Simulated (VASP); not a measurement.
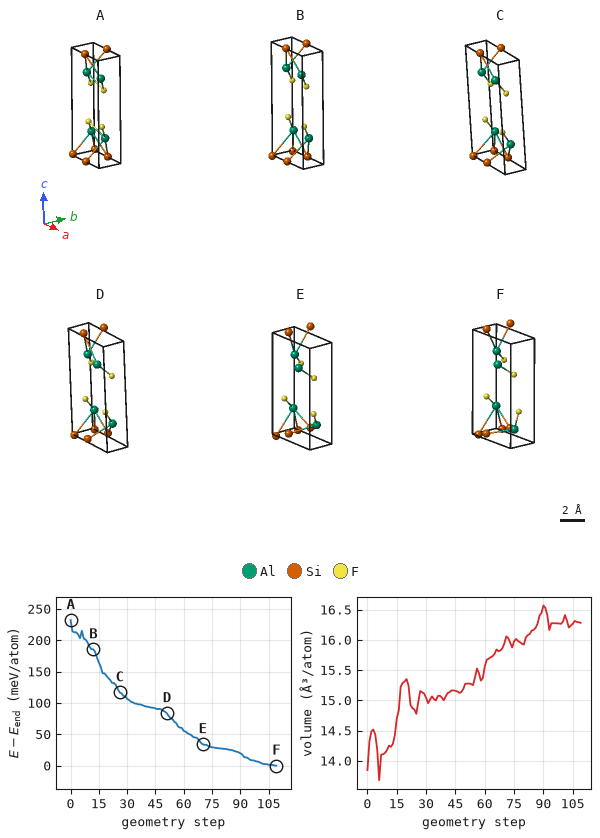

Frames of a relaxation of solid Al$_{2}$SiF$_{2}$ (a generated structure, set up in P1), marked on the history of the run. The picture is a ball-and-stick view of the cell of the calculation, seen slightly off an axis.

The run lets cell and atoms move.

The calculation used VASP 6.6.1, Kohn-Sham DFT of a periodic cell, PBE, VASP PAW PBE potentials, recommended.

The input:
```
PREC     = Normal         # precision mode
ENCUT    = 520            # plane-wave cutoff, eV
EDIFF    = 1E-5           # SCF threshold, eV
ISMEAR   = 0              # smearing method
SIGMA    = 0.15           # smearing width, eV
LREAL    = Auto         
LASPH    = T              # aspherical terms in the spheres
NELM     = 80             # most SCF steps
ALGO     = Fast           # electronic algorithm
ISIF     = 3              # what is computed and relaxed
LWAVE    = F              # write WAVECAR
LCHARG   = F              # write CHGCAR
GGA      = PE             # functional
IBRION   = 2              # ionic algorithm
NSW      = 110            # ionic steps
EDIFFG   = -0.03          # ionic threshold
ISYM     = 0            
KPAR     = 4
```

Run as
```bash
cat potpaw_PBE.64/Al/POTCAR potpaw_PBE.64/Si/POTCAR potpaw_PBE.64/F/POTCAR > POTCAR
mpirun -np 4 vasp_std > vasp.out
```

Describe the path.

The relaxation stopped without meeting its thresholds, so the last structure isn't shown to be converged. The energy falls by 232 meV per atom in 109 geometry steps. Largest force component: 0.84 eV/Å at the start, 0.11 eV/Å at the end. Pressure: 2.70 GPa at the start and −0.26 GPa at the end. The atom that moves furthest relative to the cell is an F atom (1.40 Å along [2 −3 0]). By element the largest moves are F 1.40 Å, Al 1.37 Å, Si 0.82 Å. The drawn cell changes as follows: a 5.992 → 6.689 Å (+11.6 %), b 2.912 → 2.938 Å (+0.9 %), c 9.123 → 8.809 Å (−3.4 %), α 90.2° → 86.6°, β 91.4° → 93.1°, γ 119.5° → 109.4°; the volume changes by +17.6 %. Among the contacts that change: Al–F 2.137 → 4.199 Å, Al–Si 2.568 → 4.312 Å, Al–F 2.226 → 3.849 Å, Si–Si 3.001 → 4.603 Å. Bonds break, among them: Al–F (2.08 → 3.22 Å), Al–F (2.14 → 4.20 Å), Al–Si (2.52 → 3.53 Å), Al–Si (2.57 → 4.31 Å). Bond angles that change, for instance: Si–Al–F 172.1° → 93.1°, Si–Al–Si 72.1° → 143.2°, Al–Si–Al 177.3° → 122.6°. The space group stays P1 (No. 1). The volume changes by over a tenth within one run on a fixed set of plane waves, so the end point should be relaxed again from the new cell. From step 0 to 12: an F atom moves most (0.28 Å), volume +2.8 %, energy −46.8 meV per atom. From step 12 to 26: an Al atom moves most (0.33 Å), volume +5.3 %, energy −68.7 meV per atom. From step 26 to 51: an F atom moves most (0.57 Å), volume +2.0 %, energy −33.2 meV per atom. From step 51 to 70: an Al atom moves most (0.52 Å), volume +4.3 %, energy −49.4 meV per atom. From step 70 to 109: an Al atom moves most (0.67 Å), volume +2.1 %, energy −34.2 meV per atom.

```csv
step,"E − E(0), meV/atom","largest force component, eV/Å","pressure, GPa","volume, Å³/atom"
0,0.00,0.8418,2.70,13.846
1,-18.08,0.3152,0.09,14.318
2,-19.57,0.2774,-0.51,14.486
3,-19.59,0.2655,-0.69,14.517
4,-22.75,0.1979,-0.35,14.434
5,-28.95,0.4439,1.10,14.184
6,-17.14,1.2748,5.08,13.678
7,-29.61,0.5208,1.58,14.100
8,-31.18,0.5232,1.58,14.109
9,-35.51,0.5412,1.49,14.132
10,-42.26,0.6611,1.36,14.177
15,-67.65,0.7033,1.76,14.700
20,-92.48,0.2724,-1.82,15.353
26,-115.49,0.2396,-0.06,14.979
31,-127.52,0.4036,0.49,14.954
36,-134.59,0.1846,-0.29,15.072
41,-138.33,0.1894,-0.14,15.121
46,-142.10,0.3024,0.27,15.147
52,-153.02,0.4196,-0.05,15.278
57,-169.97,0.3966,0.13,15.450
62,-180.79,0.2536,-0.16,15.689
67,-187.93,0.4965,-0.08,15.812
73,-201.01,0.2075,0.02,15.953
78,-204.15,0.1500,-0.01,15.964
83,-206.10,0.1371,-0.26,16.098
88,-209.94,0.6531,0.16,16.404
93,-219.04,0.6010,1.03,16.164
99,-225.71,0.2587,0.29,16.266
104,-229.88,0.1945,0.63,16.238
109,-232.29,0.1123,-0.26,16.283
```

Limits of the set-up: layers or molecules are held without a dispersion correction, so their spacing is unreliable.
